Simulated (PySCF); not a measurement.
# One shape, several levels: BF3 (boron trifluoride)

We compute a comparison of 6 runs (B2PLYP/aug-cc-pVDZ, BHLYP/aug-cc-pVDZ, BLYP/aug-cc-pVDZ, CAM-B3LYP/aug-cc-pVDZ, M06-L/aug-cc-pVDZ, TPSS/aug-cc-pVDZ) of BF3 (boron trifluoride). Input form: a Python script.

Program for the calculation: PySCF 2.14.0.

2 further runs of the same task are left out: 2 set aside as unsound or not needed.

### 1 Starting point

BF3: 4 atoms, total charge 0, spin state singlet. SMILES: `FB(F)F`. Geometry: relaxed at PBE0-D4/def2-TZVP.

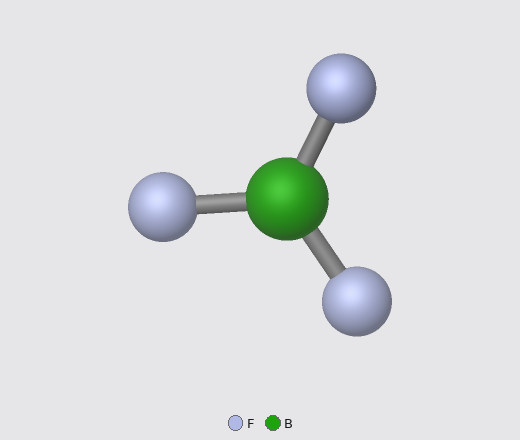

The structure, seen from a chosen angle (fluorine light blue, boron green).

### 2 A single-point energy at B2PLYP/aug-cc-pVDZ (run 1)

The input, job.py:

```python
from pyscf import gto, dft, mp

mol = gto.M(
    atom='''
F        0.543870       0.210740       1.174280
B        0.000020       0.000000       0.000010
F       -0.265170      -1.223510      -0.389620
F       -0.278730       1.012770      -0.784660
''',
    max_memory=1860,
    basis='aug-cc-pvdz',
    spin=0,
    verbose=4,
)

calc0 = dft.RKS(mol, xc='0.53*HF + 0.47*B88, 0.73*LYP')
calc0.conv_tol = 1e-10
calc0.grids.level = 5
calc0.kernel()
if not calc0.converged:
    calc0 = calc0.newton().run(calc0.mo_coeff, calc0.mo_occ)

pt = mp.MP2(calc0, frozen=4).run()
e_final = calc0.e_tot + 0.27 * pt.e_corr
print('PT2 part  %.8f' % (0.27 * pt.e_corr))
print('E = %.10f Eh' % e_final)
```

The run is started by

```console
OMP_NUM_THREADS=1 python job.py
```

Standard output:

```text
PySCF version 2.14.0

[INPUT] num. atoms = 4
[INPUT] num. electrons = 32
[INPUT] charge = 0
[INPUT] spin (= nelec alpha-beta = 2S) = 0
[INPUT] symmetry False subgroup None
[INPUT] Mole.unit = angstrom
[INPUT] Symbol           X                Y                Z      unit          X                Y                Z       unit  Magmom
[INPUT]  1 F      0.543870000000   0.210740000000   1.174280000000 AA    1.027765347367   0.398240883491   2.219067593554 Bohr   0.0
[INPUT]  2 B      0.000020000000   0.000000000000   0.000010000000 AA    0.000037794522   0.000000000000   0.000018897261 Bohr   0.0
[INPUT]  3 F     -0.265170000000  -1.223510000000  -0.389620000000 AA   -0.501098676451  -2.312098810667  -0.736275092653 Bohr   0.0
[INPUT]  4 F     -0.278730000000   1.012770000000  -0.784660000000 AA   -0.526723362700   1.913857927176  -1.482792500901 Bohr   0.0

nuclear repulsion = 111.109146323266
number of shells = 32
number of NR pGTOs = 140
number of NR cGTOs = 92
basis = aug-cc-pvdz
ecp = {}

******** <class 'pyscf.dft.rks.RKS'> ********
method = RKS
initial guess = minao
damping factor = 0
level_shift factor = 0
DIIS = <class 'pyscf.scf.diis.CDIIS'>
diis_start_cycle = 1
diis_space = 8
diis_damp = 0
SCF conv_tol = 1e-10
SCF conv_tol_grad = None
SCF max_cycles = 50
direct_scf = True
direct_scf_tol = 1e-13
XC library pyscf.dft.libxc version 7.0.0
    S. Lehtola, C. Steigemann, M. J.T. Oliveira, and M. A.L. Marques.,  SoftwareX 7, 1–5 (2018)
XC functionals = 0.53*HF + 0.47*B88, 0.73*LYP
    A. D. Becke.,  Phys. Rev. A 38, 3098 (1988)
    C. Lee, W. Yang, and R. G. Parr.,  Phys. Rev. B 37, 785 (1988)
    B. Miehlich, A. Savin, H. Stoll, and H. Preuss.,  Chem. Phys. Lett. 157, 200 (1989)
radial grids:
    Treutler-Ahlrichs [JCP 102, 346 (1995); DOI:10.1063/1.469408] (M4) radial grids

becke partition: Becke, JCP 88, 2547 (1988); DOI:10.1063/1.454033
pruning grids: <function nwchem_prune>
grids dens level: 5
symmetrized grids: False
atomic radii adjust function: <function treutler_atomic_radii_adjust>
small_rho_cutoff = 0
Set gradient conv threshold to 1e-05
Initial guess from minao.
tot grids = 174792
init E= -324.56118044344
  HOMO = -0.555979545536458  LUMO = -0.00918825508022358  gap/eV = 14.87895
cycle= 1 E= -324.073499970828  delta_E= 0.488  |g|= 0.669  |ddm|= 2.26
  HOMO = -0.471829312828742  LUMO = 0.00924114609774662  gap/eV = 13.09059
cycle= 2 E= -324.085990225257  delta_E= -0.0125  |g|= 0.658  |ddm|= 0.88
  HOMO = -0.539846344496131  LUMO = 0.010852902386735  gap/eV = 14.98529
cycle= 3 E= -324.151894476405  delta_E= -0.0659  |g|= 0.0339  |ddm|= 0.386
  HOMO = -0.531099142565105  LUMO = 0.0127043013392267  gap/eV = 14.79765
cycle= 4 E= -324.152088779051  delta_E= -0.000194  |g|= 0.00646  |ddm|= 0.0335
  HOMO = -0.532436638362002  LUMO = 0.0124596613006656  gap/eV = 14.82738
cycle= 5 E= -324.152099298669  delta_E= -1.05e-05  |g|= 0.000392  |ddm|= 0.00836
  HOMO = -0.532549260445426  LUMO = 0.0124401468974078  gap/eV = 14.82992
cycle= 6 E= -324.152099384635  delta_E= -8.6e-08  |g|= 5.09e-05  |ddm|= 0.000681
  HOMO = -0.532550694293397  LUMO = 0.0124422855468547  gap/eV = 14.83001
cycle= 7 E= -324.152099385953  delta_E= -1.32e-09  |g|= 6.49e-06  |ddm|= 0.000143
  HOMO = -0.532551089075435  LUMO = 0.0124423877291413  gap/eV = 14.83003
cycle= 8 E= -324.152099385966  delta_E= -1.39e-11  |g|= 2.06e-06  |ddm|= 1.15e-05
  HOMO = -0.532551172064371  LUMO = 0.0124423695265854  gap/eV = 14.83003
Extra cycle  E= -324.152099385963  delta_E= 3.07e-12  |g|= 2.2e-06  |ddm|= 2.48e-06
converged SCF energy = -324.152099385963

******** <class 'pyscf.mp.mp2.RMP2'> ********
nocc = 12, nmo = 88
frozen orbitals 4
E(RMP2) = -324.966479248965  E_corr = -0.814379863002063
E(SCS-RMP2) = -324.932211908863  E_corr = -0.780112522899901
E_corr(same-spin) = -0.227473053118355
E_corr(oppo-spin) = -0.586906809883708
PT2 part  -0.21988256
E = -324.3719819490 Eh
```

Wall time 9.3 s (1 thread of Arm Neoverse V2, shared host); peak memory 0.45 GiB.

### 3 A single-point energy at BHLYP/aug-cc-pVDZ (run 2)

The input, run.py:

```python
# FB(F)F
from pyscf import gto, dft

system = gto.M(
    atom='F 0.543870 0.210740 1.174280; B 0.000020 -0.000000 0.000010; F -0.265170 -1.223510 -0.389620; F -0.278730 1.012770 -0.784660',
    max_memory=1860,
    basis='aug-cc-pvdz',
    verbose=3,
)

myscf = dft.RKS(system, xc='bhandhlyp')
myscf.grids.level = 5
myscf.conv_tol = 1e-10
myscf.kernel()
if not myscf.converged:
    myscf = myscf.newton().run(myscf.mo_coeff, myscf.mo_occ)

e_tot = myscf.e_tot
print(f'total energy: {e_tot:.8f} hartree')
```

The run is started by

```console
OMP_NUM_THREADS=1 python run.py
```

Standard output:

```text
converged SCF energy = -324.478435622264
total energy: -324.47843562 hartree
```

Wall time 8.7 s (1 thread of Arm Neoverse V2, shared host); peak memory 0.45 GiB.

Run 3 isn't shown in full; the table further down has it.

### 4 A single-point energy at CAM-B3LYP/aug-cc-pVDZ (run 4)

The input, geometry.xyz:

```xyz
4

F      0.543870     0.210740     1.174280
B      0.000020     0.000000     0.000010
F     -0.265170    -1.223510    -0.389620
F     -0.278730     1.012770    -0.784660
```

The input, calc.py:

```python
from pyscf import gto, dft

molecule = gto.Mole()
molecule.atom = 'geometry.xyz'
molecule.spin = 0
molecule.basis = 'aug-cc-pvdz'
molecule.charge = 0
molecule.max_memory = 1860
molecule.verbose = 4
molecule.build()

mf = dft.RKS(molecule, xc='cam-b3lyp')
mf.conv_tol = 1e-10
mf.grids.level = 5
mf.kernel()
if not mf.converged:
    mf = mf.newton().run(mf.mo_coeff, mf.mo_occ)

etot = mf.e_tot
print('E(%s) = %.9f' % ('CAM-B3LYP', etot))
```

The run is started by

```console
OMP_NUM_THREADS=1 python calc.py
```

Standard output:

```text
PySCF version 2.14.0

[INPUT] num. atoms = 4
[INPUT] num. electrons = 32
[INPUT] charge = 0
[INPUT] spin (= nelec alpha-beta = 2S) = 0
[INPUT] symmetry False subgroup None
[INPUT] Mole.unit = angstrom
[INPUT] Symbol           X                Y                Z      unit          X                Y                Z       unit  Magmom
[INPUT]  1 F      0.543870000000   0.210740000000   1.174280000000 AA    1.027765347367   0.398240883491   2.219067593554 Bohr   0.0
[INPUT]  2 B      0.000020000000   0.000000000000   0.000010000000 AA    0.000037794522   0.000000000000   0.000018897261 Bohr   0.0
[INPUT]  3 F     -0.265170000000  -1.223510000000  -0.389620000000 AA   -0.501098676451  -2.312098810667  -0.736275092653 Bohr   0.0
[INPUT]  4 F     -0.278730000000   1.012770000000  -0.784660000000 AA   -0.526723362700   1.913857927176  -1.482792500901 Bohr   0.0

nuclear repulsion = 111.109146323266
number of shells = 32
number of NR pGTOs = 140
number of NR cGTOs = 92
basis = aug-cc-pvdz
ecp = {}

******** <class 'pyscf.dft.rks.RKS'> ********
method = RKS
initial guess = minao
damping factor = 0
level_shift factor = 0
DIIS = <class 'pyscf.scf.diis.CDIIS'>
diis_start_cycle = 1
diis_space = 8
diis_damp = 0
SCF conv_tol = 1e-10
SCF conv_tol_grad = None
SCF max_cycles = 50
direct_scf = True
direct_scf_tol = 1e-13
XC library pyscf.dft.libxc version 7.0.0
    S. Lehtola, C. Steigemann, M. J.T. Oliveira, and M. A.L. Marques.,  SoftwareX 7, 1–5 (2018)
XC functionals = cam-b3lyp
    T. Yanai, D. P. Tew, and N. C. Handy.,  Chem. Phys. Lett. 393, 51 (2004)
radial grids:
    Treutler-Ahlrichs [JCP 102, 346 (1995); DOI:10.1063/1.469408] (M4) radial grids

becke partition: Becke, JCP 88, 2547 (1988); DOI:10.1063/1.454033
pruning grids: <function nwchem_prune>
grids dens level: 5
symmetrized grids: False
atomic radii adjust function: <function treutler_atomic_radii_adjust>
small_rho_cutoff = 0
Set gradient conv threshold to 1e-05
[... 1 set-up line as earlier in the session ...]
tot grids = 174792
init E= -324.927762603293
  HOMO = -0.536486373198441  LUMO = -0.0131910369698538  gap/eV = 14.23959
cycle= 1 E= -324.425008518493  delta_E= 0.503  |g|= 0.709  |ddm|= 2.27
  HOMO = -0.436970172208571  LUMO = 0.00798369560317003  gap/eV = 12.10781
cycle= 2 E= -324.409887447048  delta_E= 0.0151  |g|= 0.837  |ddm|= 1.02
  HOMO = -0.516554353212029  LUMO = 0.0085252709623429  gap/eV = 14.28814
cycle= 3 E= -324.514316092969  delta_E= -0.104  |g|= 0.0353  |ddm|= 0.476
  HOMO = -0.50826044712461  LUMO = 0.0105609541106988  gap/eV = 14.11785
cycle= 4 E= -324.514534343063  delta_E= -0.000218  |g|= 0.0074  |ddm|= 0.0359
  HOMO = -0.50978228934523  LUMO = 0.0102689603034021  gap/eV = 14.15132
cycle= 5 E= -324.514549373107  delta_E= -1.5e-05  |g|= 0.000497  |ddm|= 0.00892
  HOMO = -0.50983992480048  LUMO = 0.0102617770674867  gap/eV = 14.15269
cycle= 6 E= -324.514549506925  delta_E= -1.34e-07  |g|= 6.01e-05  |ddm|= 0.000988
  HOMO = -0.509846792848291  LUMO = 0.0102608298705666  gap/eV = 14.15285
cycle= 7 E= -324.514549509133  delta_E= -2.21e-09  |g|= 1.23e-05  |ddm|= 0.000177
  HOMO = -0.509845334246714  LUMO = 0.0102616281572754  gap/eV = 14.15283
cycle= 8 E= -324.514549509188  delta_E= -5.46e-11  |g|= 4.81e-06  |ddm|= 3.41e-05
  HOMO = -0.509845553893314  LUMO = 0.0102616309980936  gap/eV = 14.15284
Extra cycle  E= -324.514549509186  delta_E= 1.59e-12  |g|= 6.11e-06  |ddm|= 6.21e-06
converged SCF energy = -324.514549509186
E(CAM-B3LYP) = -324.514549509
```

Wall time 13 s (1 thread of Arm Neoverse V2, shared host); peak memory 0.45 GiB.

Run 5 isn't shown in full; the table further down has it.

### 5 The energy at TPSS/aug-cc-pVDZ (run 6)

The input, job.py:

```python
from pyscf import gto, dft

mol = gto.M(
    atom=[
    ('F', (0.543870, 0.210740, 1.174280)),
    ('B', (0.000020, -0.000000, 0.000010)),
    ('F', (-0.265170, -1.223510, -0.389620)),
    ('F', (-0.278730, 1.012770, -0.784660)),
],
    spin=0,
    max_memory=1860,
    charge=0,
    verbose=3,
    basis='aug-cc-pvdz',
)

mf = dft.RKS(mol, xc='tpss')
mf.grids.level = 5
mf.conv_tol = 1e-10
mf.kernel()
if not mf.converged:
    mf = mf.newton().run(mf.mo_coeff, mf.mo_occ)

e_tot = mf.e_tot
print('Final energy', e_tot)
```

The run is started by

```console
OMP_NUM_THREADS=1 python job.py
```

Standard output:

```text
converged SCF energy = -324.614368073089
Final energy -324.61436807308894
```

It took 20 s on 1 thread of Arm Neoverse V2, shared host; peak memory 0.5 GiB.

### 6 All runs side by side

```
run                  level  frozen core orbitals  energy (Eh)  dipole moment (D)  HOMO energy (eV)  LUMO energy (eV)  wall time
  1     B2PLYP/aug-cc-pVDZ                     4  -324.371982               0.00            -14.49              0.34      9.3 s
  2      BHLYP/aug-cc-pVDZ                     –  -324.478436               0.00            -14.49              0.16      8.7 s
  3       BLYP/aug-cc-pVDZ                     –  -324.560720               0.00            -10.01             -0.89      8.7 s
  4  CAM-B3LYP/aug-cc-pVDZ                     –  -324.514550               0.00            -13.87              0.28       13 s
  5      M06-L/aug-cc-pVDZ                     –  -324.550616               0.00            -10.52             -0.43       18 s
  6       TPSS/aug-cc-pVDZ                     –  -324.614368               0.00            -10.20             -0.67       20 s
```

### 7 Outcome

| quantity | value |
| --- | --- |
| run 6: total energy | -324.61437 Eh |
| run 6: dipole moment | 0.00 D |
| run 6: HOMO energy | -10.20 eV |
| run 6: LUMO energy | -0.67 eV |
| run 6: HOMO–LUMO gap | 9.53 eV |

In words: The HOMO–LUMO gap runs from 9.12 eV (BLYP/aug-cc-pVDZ) to 14.83 eV (B2PLYP/aug-cc-pVDZ). A double hybrid's value is that of its SCF part. Totals of different functionals can't be ranked against each other. All runs together took 77 s, the longest 20 s.
